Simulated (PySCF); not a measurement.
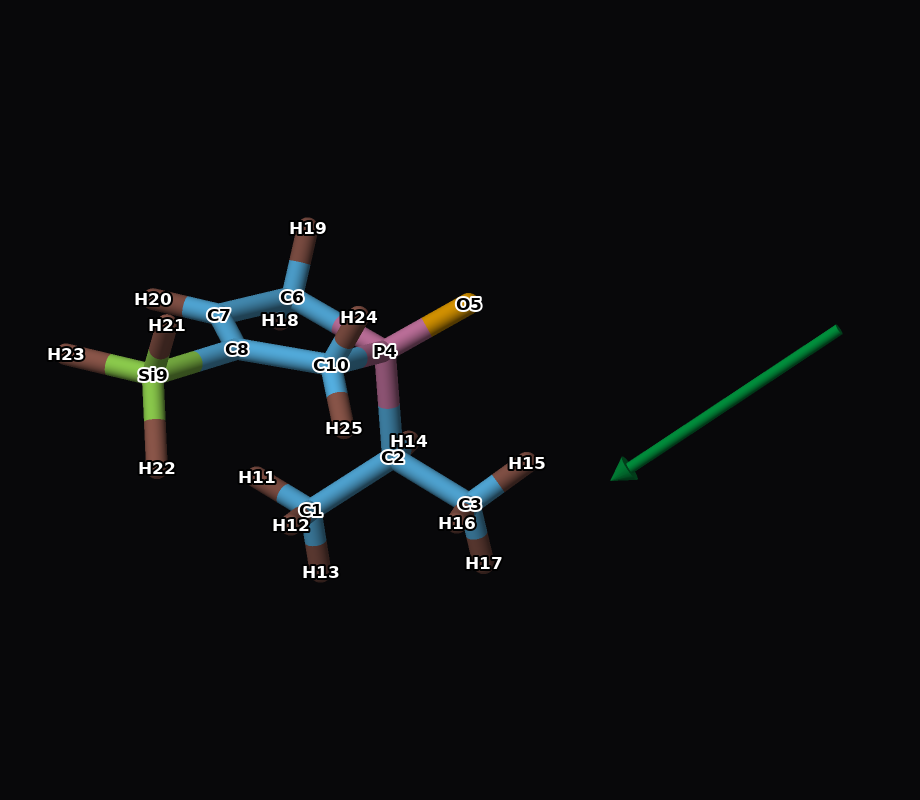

The arrow beside the molecule shows the direction of the dipole moment, from the negative to the positive end (its length means nothing). Computed geometry: PBE0-D3(BJ)/def2-SVP optimisation. No frequency run is at hand to confirm it as a minimum. Properties computed with PBE0/pcSseg-1 in benzene (IEF-PCM) (PySCF 2.14.0).

Estimate the dipole moment.

Answer. 4.23 D; it points from the side of O5 to the side of H23 (the outermost atoms at the two ends).
